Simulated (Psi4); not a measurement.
# SVWN5/cc-pVDZ run of CH5BO2 (SMILES COBO)

What is the vertical ionisation energy of CH5BO2 at SVWN5/cc-pVDZ? 

Program for the calculation: Psi4 1.11.

1 further run of the same task is left out (it didn't finish). Runs told in other sessions of the task aren't counted.

### 1 Starting point

The species is CH5BO2 (9 atoms), meant as a singlet with charge 0. SMILES: `COBO`. Geometry: relaxed at PBE0-D4/def2-TZVP. This is one conformer, not always the lowest.

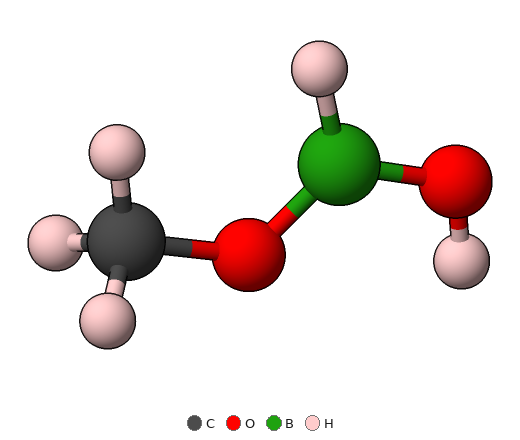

The structure, seen from a chosen angle (carbon dark grey, oxygen red, boron green, hydrogen pink).

### 2 Energy and forces at SVWN5/cc-pVDZ

Contents of ch5bo2.dat:

```
memory 2200 MB

molecule {
  0 1
  C
  O 1 r2
  B 2 r3 1 a3
  O 3 r4 2 a4 1 d4
  H 1 r5 2 a5 3 d5
  H 1 r6 5 a6 2 d6
  H 1 r7 6 a7 5 d7
  H 3 r8 4 a8 2 d8
  H 4 r9 3 a9 8 d9

  r2 = 1.410195
  r3 = 1.355959
  a3 = 121.7479
  r4 = 1.355649
  a4 = 119.59263
  d4 = -179.89416
  r5 = 1.093615
  a5 = 111.54184
  d5 = -0.9633
  r6 = 1.092237
  a6 = 109.05593
  d6 = 120.68693
  r7 = 1.092345
  a7 = 108.6743
  d7 = -118.76335
  r8 = 1.198599
  a8 = 118.6157
  d8 = 179.93643
  r9 = 0.962402
  a9 = 112.12947
  d9 = 179.98551
  units angstrom
  symmetry c1
}

set basis cc-pVDZ
set puream true
set e_convergence 1e-09
set d_convergence 1e-08
set scf_type pk
set dft_radial_points 99
set dft_spherical_points 590

e_tot, wfn = gradient('scf', dft_functional={"name": "SVWN5", "x_functionals": {"LDA_X": {}}, "c_functionals": {"LDA_C_VWN": {}}}, return_wfn=True)
oeprop(wfn, 'MULLIKEN_CHARGES', 'MAYER_INDICES', 'DIPOLE', title='SCF')
```

Run with:

```bash
$ psi4 ch5bo2.dat ch5bo2.out -n 1
```

ch5bo2.out:

```text
[...]
  Running in c1 symmetry.
[...]
  Nuclear repulsion =  115.438973459004870
[...]
  Multiplicity = 1
[...]
  Nalpha       = 16
  Nbeta        = 16
[...]
    Number of basis functions: 81
[...]
   @RKS iter   1:  -214.39061681236649   -1.78594e-01   1.11146e-02 ADIIS/DIIS
[...]
   @RKS iter  11:  -214.75655934929989   -1.14824e-11   8.97434e-09 DIIS
[...]
    Orbital Energies [Eh]
    ---------------------
    Doubly Occupied:
       1A    -18.624683     2A    -18.615288     3A     -9.827011
       4A     -6.442062     5A     -0.952137     6A     -0.918321
       7A     -0.630612     8A     -0.503937     9A     -0.469422
      10A     -0.421415    11A     -0.411559    12A     -0.330976
      13A     -0.320120    14A     -0.310220    15A     -0.270894
      16A     -0.253156
[...]
  @RKS Final Energy:  -214.75655934929989
   => Energetics <=
    Nuclear Repulsion Energy =            115.4389734590048704
    One-Electron Energy =                -523.4673201497093942
    Two-Electron Energy =                 220.0834385140159384
    DFT Exchange-Correlation Energy =     -26.8116511726112776
    Empirical Dispersion Energy =           0.0000000000000000
    VV10 Nonlocal Energy =                  0.0000000000000000
    Total Energy =                       -214.7565593492998914
[...]
  -Total Gradient:
     Atom            X                  Y                   Z
    ------   -----------------  -----------------  -----------------
       1       -0.000040073062     0.000741700495    -0.017560244151
       2        0.000089970594    -0.001759484831     0.001167278614
       3       -0.000071562093    -0.009066811362    -0.003791330677
       4       -0.000022010314     0.017058339364     0.006576828433
       5       -0.000178163769     0.012539316909     0.004771722118
       6       -0.010069281849    -0.006463688704     0.004796862888
       7        0.010259743280    -0.006143455615     0.004789142671
       8       -0.000007990216     0.009410077210     0.003690077353
       9        0.000039430579    -0.016309575328    -0.004436076027
[...]
 Multipole Moments:
 ------------------------------------------------------------------------------------
     Multipole            Electronic (a.u.)      Nuclear  (a.u.)        Total (a.u.)
 ------------------------------------------------------------------------------------
 L = 1.  Multiply by 2.5417464519 to convert [e a0] to [Debye]
 Dipole X            :         -0.0029104            0.0011936           -0.0017168
 Dipole Y            :         -0.3307396            0.8943942            0.5636546
 Dipole Z            :          4.1802618           -4.5952492           -0.4149875
 Magnitude           :                                                    0.6999458
[...]
  Mulliken Charges: (a.u.)
   Center  Symbol    Alpha    Beta     Spin     Total
       1     C     3.01123  3.01123  0.00000 -0.02245
       2     O     4.04792  4.04792  0.00000 -0.09585
       3     B     2.55657  2.55657  0.00000 -0.11314
       4     O     4.02653  4.02653  0.00000 -0.05306
       5     H     0.47052  0.47052  0.00000  0.05895
       6     H     0.46344  0.46344  0.00000  0.07312
       7     H     0.46340  0.46340  0.00000  0.07321
       8     H     0.54310  0.54310  0.00000 -0.08620
       9     H     0.41729  0.41729  0.00000  0.16541
   Total alpha = 16.00000, Total beta = 16.00000, Total charge = -0.00000
[...]
```

Run time: 21 s. Hardware: 1 thread of Intel Xeon Platinum 8259CL at 2.50GHz (Skylake/Cascade Lake), shared host; peak memory 0.61 GiB.

### 3 The doublet cation: the energy at USVWN5/cc-pVDZ

Contents of run.py:

```python
import psi4

psi4.set_memory('2200 MB')
psi4.set_num_threads(1)
psi4.set_output_file('run.log', False)

geom = psi4.geometry("""
1 2
C      0.281800     0.801900    -1.057400
O     -0.113500     0.454800     0.251000
B     -0.134900    -0.834100     0.671600
O     -0.524600    -1.118500     1.938500
H      0.568100    -0.079800    -1.637600
H      1.131400     1.486400    -1.006200
H     -0.544800     1.307500    -1.561700
H      0.183900    -1.738400    -0.047600
H     -0.758900    -0.326300     2.432200
units angstrom
symmetry c1
""")

psi4.set_options({
    'basis': 'cc-pVDZ',
    'reference': 'uks',
    'puream': True,
    'e_convergence': 1e-09,
    'd_convergence': 1e-06,
    'scf_type': 'pk',
    'dft_radial_points': 99,
    'dft_spherical_points': 590,
    'maxiter': 150,
    'level_shift': 0.3,
    'level_shift_cutoff': 1e-09,
})

e_tot, wfn = psi4.energy('scf', dft_functional={"name": "SVWN5", "x_functionals": {"LDA_X": {}}, "c_functionals": {"LDA_C_VWN": {}}}, molecule=geom, return_wfn=True)
psi4.oeprop(wfn, 'WIBERG_LOWDIN_INDICES', 'MULLIKEN_CHARGES', 'MAYER_INDICES', title='SCF')
print(f'total energy {e_tot:.8f} hartree = {e_tot * 27.211386:.5f} eV')
for k, v in sorted(psi4.core.scalar_variables().items()):
    print(f'{k:45s} {v:18.10f}')
```

Run with:

```bash
$ python run.py
```

run.log, shortened:

```text
[...]
  Running in c1 symmetry.
[...]
  Nuclear repulsion =  115.438950461155656
[...]
  Multiplicity = 2
[...]
  Nalpha       = 16
  Nbeta        = 15
[...]
    Number of basis functions: 81
[...]
   @UKS iter   1:  -214.16501011603327    4.70113e-02   8.27695e-03 DIIS/ADIIS/SHIFT
[...]
   @UKS iter  25:  -214.36709564281639   -3.76104e-10   5.55754e-07 DIIS/SHIFT
[...]
   @S^2 Observed:                7.529550480E-01
[...]
  @UKS Final Energy:  -214.36709564281639
   => Energetics <=
    Nuclear Repulsion Energy =            115.4389504611556561
    One-Electron Energy =                -514.6457195770424278
    Two-Electron Energy =                 211.2728231055153287
    DFT Exchange-Correlation Energy =     -26.4331496324449269
    Empirical Dispersion Energy =           0.0000000000000000
    VV10 Nonlocal Energy =                  0.0000000000000000
    Total Energy =                       -214.3670956428163947
  UHF NO Occupations:
  HONO-2 :   14  A 1.9999124
  HONO-1 :   15  A 1.9989284
[...]
 Multipole Moments:
 ------------------------------------------------------------------------------------
     Multipole            Electronic (a.u.)      Nuclear  (a.u.)        Total (a.u.)
 ------------------------------------------------------------------------------------
 L = 1.  Multiply by 2.5417464519 to convert [e a0] to [Debye]
 Dipole X            :         -0.9948287            1.1507181            0.1558894
 Dipole Y            :         -1.0256369            1.9946939            0.9690570
 Dipole Z            :          3.3125319           -4.0759431           -0.7634112
 Magnitude           :                                                    1.2434507
[...]
  Mulliken Charges: (a.u.)
   Center  Symbol    Alpha    Beta     Spin     Total
       1     C     3.05968  2.97189  0.08779 -0.03157
       2     O     4.18482  3.73529  0.44953  0.07990
       3     B     2.50398  2.54693 -0.04294 -0.05091
       4     O     4.10006  3.75453  0.34554  0.14541
       5     H     0.41971  0.42448 -0.00477  0.15581
       6     H     0.43611  0.35151  0.08460  0.21238
       7     H     0.43700  0.34917  0.08783  0.21383
       8     H     0.47412  0.47497 -0.00085  0.05091
       9     H     0.38452  0.39123 -0.00671  0.22425
   Total alpha = 16.00000, Total beta = 15.00000, Total charge =  1.00000
[...]
```

On the terminal:

```text
total energy -214.36709564 hartree = -5833.22579 eV
CURRENT ENERGY                                   -214.3670956428
CURRENT REFERENCE ENERGY                         -214.3670956428
DD SOLVATION ENERGY                                 0.0000000000
DFT FUNCTIONAL TOTAL ENERGY                      -214.3670956428
DFT TOTAL ENERGY                                 -214.3670956428
DFT VV10 ENERGY                                     0.0000000000
DFT XC ENERGY                                     -26.4331496324
GRID ELECTRONS ALPHA                               16.0000000535
GRID ELECTRONS BETA                                15.0000000454
GRID ELECTRONS TOTAL                               31.0000000989
NUCLEAR REPULSION ENERGY                          115.4389504612
ONE-ELECTRON ENERGY                              -514.6457195770
PCM POLARIZATION ENERGY                             0.0000000000
PE ENERGY                                           0.0000000000
SCF ITERATION ENERGY                             -214.3670956428
SCF ITERATIONS                                     25.0000000000
SCF TOTAL ENERGY                                 -214.3670956428
TWO-ELECTRON ENERGY                               211.2728231055
XC GRID RADIAL POINTS                              99.0000000000
XC GRID SPHERICAL POINTS                          590.0000000000
XC GRID TOTAL POINTS                           498402.0000000000
```

Run time: 39 s. Hardware: 1 thread of Intel Xeon Platinum 8259CL at 2.50GHz (Skylake/Cascade Lake), shared host; peak memory 0.59 GiB.

### 4 Results

Level: SVWN5/cc-pVDZ.

| quantity | value |
| --- | --- |
| singlet CH5BO2: total energy | -214.75656 Eh |
| singlet CH5BO2: dipole moment | 1.78 D |
| singlet CH5BO2: HOMO energy | -6.89 eV |
| singlet CH5BO2: LUMO energy | 0.18 eV |
| singlet CH5BO2: HOMO–LUMO gap | 7.06 eV |
| singlet CH5BO2: largest force on an atom | 0.940 eV/Å |
| doublet cation: total energy | -214.36710 Eh |
| doublet cation: HOMO energy (highest over α and β) | -14.28 eV |
| doublet cation: ⟨S²⟩ | 0.753 |
| vertical ionisation energy (to the doublet cation) | 10.598 eV |

The vertical ionisation energy comes to 10.60 eV (1023 kJ/mol). The largest force (singlet CH5BO2) is 0.94 eV/Å: the shape isn't a stationary point for this species at this level. −ε(HOMO) before ionisation, 6.89 eV, is 3.71 eV below this ionisation energy.
